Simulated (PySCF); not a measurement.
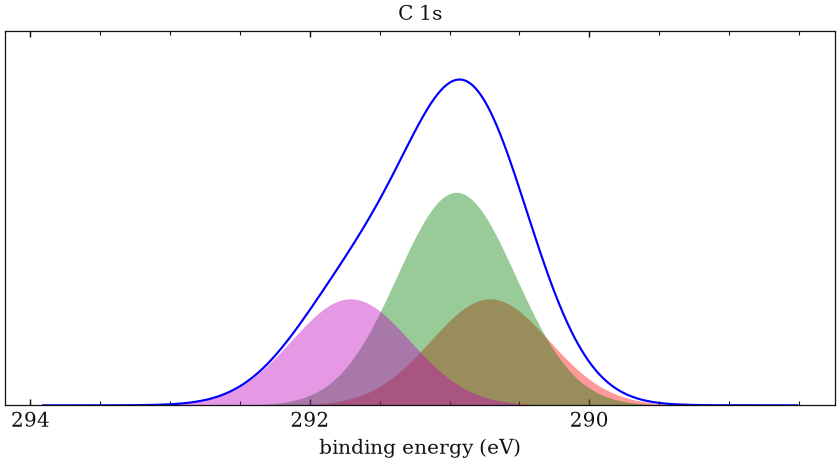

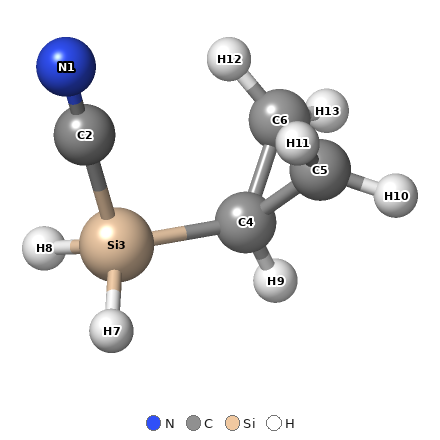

Simulated XPS of C₄H₇NSi (cyclopropyl cyanosilane), SMILES N#C[SiH2]C1CC1. Vertical core-electron binding energies by ΔSCF (SCAN, pcX-2 on the ionised atom, pcseg-1 elsewhere, spin-free X2C; PySCF, at a GFN2-xTB geometry (no frequency check)), gas phase, against the vacuum level. One atom of each kind was ionised; within a panel, areas follow the number of like atoms, Gaussians of 1.0 eV full width. Only the regions named are shown. Lines closer than the width merge in the curve. The order of lines from different atoms under 0.3 eV apart is within the error of the method.

**Assign the components.**

```tsv
level	atoms	binding energy (eV)
C 1s	C2	291.7
C 1s	C5, C6	291.0
C 1s	C4	290.7
```

**How large is the chemical shift across the C 1s region?**

1.0 eV, from C4 at 290.7 eV to C2 at 291.7 eV.

Caveats: one conformer of a flexible molecule; the tight-binding geometry is rougher than a DFT one and adds to the error.
